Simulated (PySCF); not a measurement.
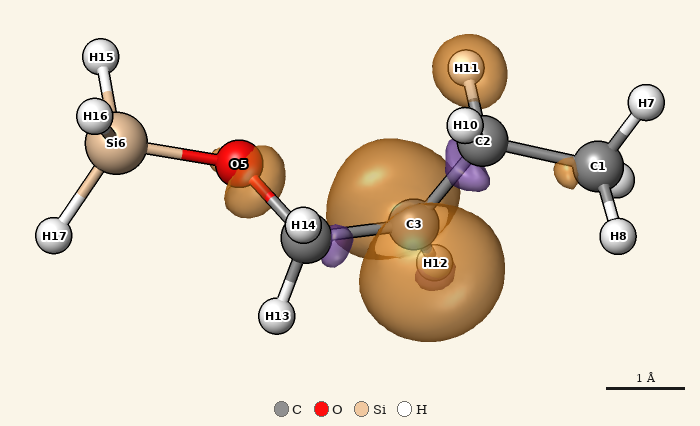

*C₄H₁₁OSi (doublet). Isosurfaces of the spin density (α minus β) at +0.03 (orange) and −0.03 e/Å³ (purple), seen across its widest extent.*

Geometry: GFN2-xTB.

These are results of UKS B3LYP, pcH-1 on C H O Si, non-relativistic, mean-field spin-orbit, GIAO in PySCF 2.14.0, density-fitted response routines, not measurements.

```yaml
atoms:
  - { symbol: C, position_ang: [-2.9231, 0.3509, 0.5319] }
  - { symbol: C, position_ang: [-1.4421, 0.0343, 0.7373] }
  - { symbol: C, position_ang: [-0.6323, 0.2907, -0.4718] }
  - { symbol: C, position_ang: [0.8131, 0.5745, -0.3863] }
  - { symbol: O, position_ang: [1.5308, -0.6428, -0.2119] }
  - { symbol: Si, position_ang: [3.1165, -0.8788, -0.0160] }
  - { symbol: H, position_ang: [-3.4888, 0.1268, 1.4329] }
  - { symbol: H, position_ang: [-3.0535, 1.4039, 0.2946] }
  - { symbol: H, position_ang: [-3.3289, -0.2380, -0.2870] }
  - { symbol: H, position_ang: [-1.0454, 0.6112, 1.5775] }
  - { symbol: H, position_ang: [-1.3524, -1.0271, 1.0188] }
  - { symbol: H, position_ang: [-1.0438, 0.0182, -1.4290] }
  - { symbol: H, position_ang: [1.1766, 1.0586, -1.3005] }
  - { symbol: H, position_ang: [1.0368, 1.2256, 0.4687] }
  - { symbol: H, position_ang: [3.1260, -2.3243, 0.1354] }
  - { symbol: H, position_ang: [3.6225, -0.1660, 1.1635] }
  - { symbol: H, position_ang: [3.8810, -0.4059, -1.1756] }
```

Q: Which atoms carry the spin?

A: The unpaired spin (1 electron) lies mostly on C3 (about 0.7), in electrons by Hirshfeld's partition.
